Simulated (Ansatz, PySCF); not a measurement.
Dissociation curve of SMILES [OH2+][AlH3-]. The Al1–O5 bond (Al1 also carries H, H, H; O5 carries H, H) is stretched with both fragments frozen at the PBE0/def2-TZVP optimised geometry.

```
7

Al     0.0000     0.0000     0.0000
H     -1.3722    -0.8134    -0.1557
H      1.3722    -0.8137    -0.1543
H      0.0000     1.5509    -0.3594
O      0.0000     0.0000     2.0317
H     -0.7795    -0.4434     2.3839
H      0.7763    -0.4500     2.3825
```

Computed with: RKS-PBE = restricted PBE/def2-TZVP (Ansatz, a quantum-chemistry and plane-wave program); UKS-B3LYP/LANL2DZ = unrestricted B3LYP/LANL2DZ, with its core potentials past Ne in PySCF; RKS-B3LYP/6-311+G** = restricted B3LYP/6-311+G**, spherical d run with PySCF.

Energies are in mEh, each relative to the lowest point of its own curve near equilibrium.

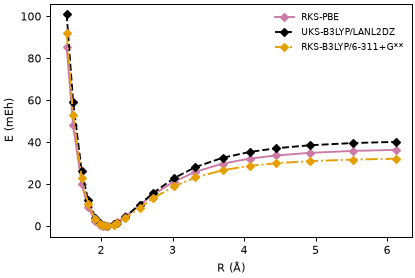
Figure: Energy against bond length for each method.

| R / Å | RKS-PBE | UKS-B3LYP/LANL2DZ | RKS-B3LYP/6-311+G** |
|---|---|---|---|
| 1.52 | 85.3 | 100.9 | 92.2 |
| 1.61 | 48.3 | 59.3 | 53.1 |
| 1.73 | 20.0 | 26.1 | 22.9 |
| 1.82 | 8.8 | 12.3 | 10.6 |
| 1.92 | 2.4 | 4.0 | 3.4 |
| 1.99 | 0.5 | 1.2 | 1.0 |
| 2.03 | 0.0 | 0.4 | 0.3 |
| 2.09 | 0.0 | 0.0 | 0.0 |
| 2.18 | 1.0 | 0.7 | 0.7 |
| 2.22 | 1.8 | 1.4 | 1.3 |
| 2.34 | 4.6 | 4.3 | 3.7 |
| 2.54 | 10.0 | 10.2 | 8.7 |
| 2.73 | 14.9 | 15.7 | 13.2 |
| 3.02 | 21.1 | 22.8 | 18.9 |
| 3.32 | 25.8 | 28.0 | 23.1 |
| 3.70 | 29.7 | 32.5 | 26.6 |
| 4.08 | 32.1 | 35.3 | 28.7 |
| 4.45 | 33.6 | 37.0 | 29.9 |
| 4.92 | 34.8 | 38.5 | 30.9 |
| 5.52 | 35.8 | 39.5 | 31.6 |
| 6.12 | 36.3 | 40.1 | 32.1 |

At the longest distance, 6.12 Å, UKS-B3LYP/LANL2DZ lies highest above its minimum (40.1 mEh) and RKS-B3LYP/6-311+G** lowest (32.1 mEh).
